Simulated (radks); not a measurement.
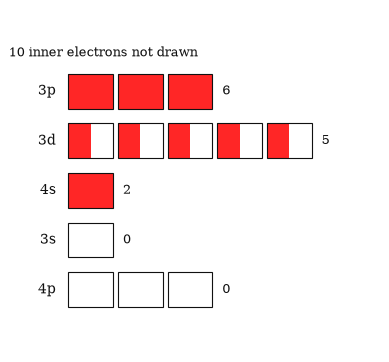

**Figure 1.** The outer shells as the input fills them: a box for each of the 2l + 1 orbitals, shaded by the share of the shell that is filled, with the electron count at the right.

# Atomic calculation for Fe³⁺

The iron ion Fe³⁺ in the configuration [Ne] 3p6 3d5 4s2 (high spin). Computed at this level: scalar-relativistic Kohn-Sham, PBE, spin-polarised, spherical densities, finite nucleus (the in-house radial solver radks).

**The input**
```
Z 26
configuration [Ne] 3p6 3d5 4s2 3s0 4p0
relativity scalar-relativistic
functional pbe,pbe
spin polarised
nucleus finite rms 3.7377 fm
c 137.035999084
```

Energies in input and log are in hartree, lengths in bohr (the nuclear radius in fm).

The run was one of a batch that the task file lists, launched with:
```bash
python <driver script> task.json out
```

**Output**
```
1s      1   1.0000        -259.63689993
2s      1   1.0000         -32.47029962
2p      1   3.0000         -28.01281886
3p      1   3.0000          -4.33919165
3d      1   5.0000          -2.31264519
4s      1   1.0000          -1.37989330
3s      1   0.0000          -5.61784205
4p      1   0.0000          -1.07556031
1s      2   1.0000        -259.63746248
2s      2   1.0000         -32.35270581
2p      2   3.0000         -27.92367886
3p      2   3.0000          -4.07767656
3d      2   0.0000          -2.06147943
4s      2   1.0000          -1.32695837
3s      2   0.0000          -5.34938107
4p      2   0.0000          -1.03679981
Etot -1262.7572440002784
Ekin 1277.9411035663302
Encl -2974.3411430189167
Eh 487.286909230586
Exc -53.64411377827794
err 1.3632257379524923e-09
it 17
```

**Orbitals**

```tsv
orbital	occupation	energy (eV)	⟨r⟩ (bohr)	outer maximum (bohr)
1s down	1	−7065.1	0.05845	0.0383
1s up	1	−7065.1	0.05845	0.0383
2s up	1	−883.562	0.2670	0.222
2s down	1	−880.362	0.2663	0.222
2p up	3	−762.268	0.2356	0.180
2p down	3	−759.842	0.2348	0.179
3s up	0	−152.869	0.7836	0.691
3s down	0	−145.564	0.7897	0.693
3p up	3	−118.075	0.8118	0.698
3p down	3	−110.959	0.8215	0.701
3d up	5	−62.930	0.8722	0.657
3d down	0	−56.096	0.9051	0.667
4s up	1	−37.549	2.066	1.87
4s down	1	−36.108	2.128	1.92
4p up	0	−29.267	2.321	2.08
4p down	0	−28.213	2.396	2.15
```

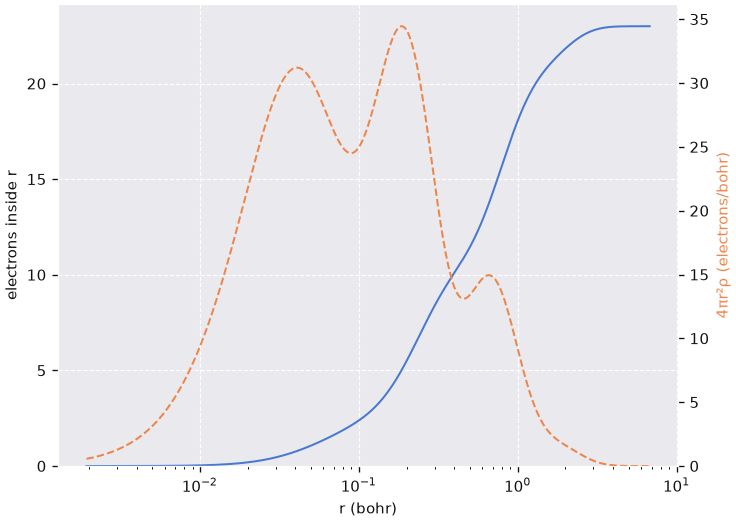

**Figure 2.** The number of electrons inside radius r (solid) and the radial density 4πr²ρ (dashed). The count levels off at 23 electrons. Half of them lie within 0.504 bohr, 90 % within 1.49 bohr and 99 % within 2.97 bohr. The radial density has minima at 0.0894 and 0.457 bohr, where the count stands at 2.1 and 10.9; these part the shells that the density resolves.

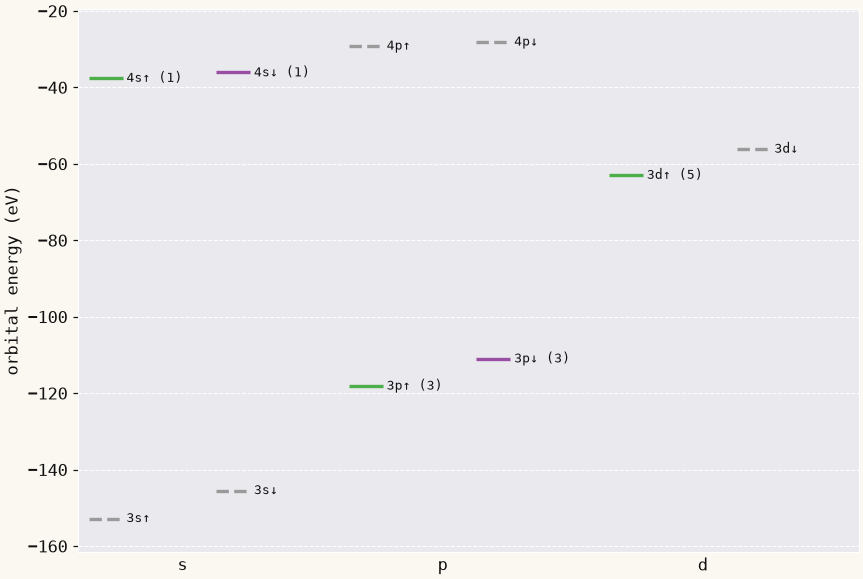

**Figure 3.** The outer levels are drawn (occupations in brackets, up spins at the left of each column and down spins at the right, empty levels dashed). The highest occupied level is 4s down at −36.1 eV. From the top down the occupied levels run 4s down (−36.1 eV), 4s up (−37.5 eV), 3d up (−62.9 eV), 3p down (−111.0 eV), 3p up (−118.1 eV). The lowest empty level drawn is 3s up at −152.9 eV. The largest exchange splitting (down less up) among the shells drawn in both spins is that of 3s, 7.31 eV. The order isn't aufbau: the empty 3s up, 3s down and 3d down levels lie under the highest occupied one.

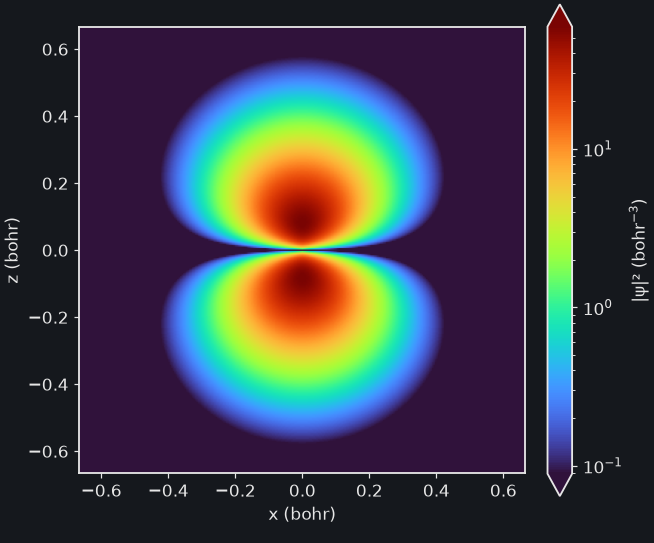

**Figure 4.** One occupied orbital of up spin is shown. In the xz plane through the nucleus, the colour gives |ψ|² on a logarithmic scale. The radial function comes from the spherical calculation and is multiplied by a real spherical harmonic; the overall sign is chosen so that the largest lobe of P(r) is positive; at the scalar-relativistic level it is the large component. It is 2p(z) of up spin. It has the nodal plane xy and no radial node. The maximum of P² lies at 0.180 bohr, ⟨r⟩ = 0.236 bohr, 90 % of the charge lies within 0.386 bohr, and the eigenvalue is −762.3 eV, with 3 electrons in the shell for this spin.

**Summary**

- outcome: converged
- total energy: −1262.7572 hartree
- kinetic energy: 1277.9411 hartree
- electron–nucleus energy: −2974.3411 hartree
- Hartree energy: 487.286909 hartree
- exchange–correlation energy: −53.644114 hartree
- radius at density 0.001 e/bohr³: 3.53 bohr
- SCF iterations: 17
- hardware: 1 thread of Arm Neoverse N1, 77 GiB of memory available, shared host
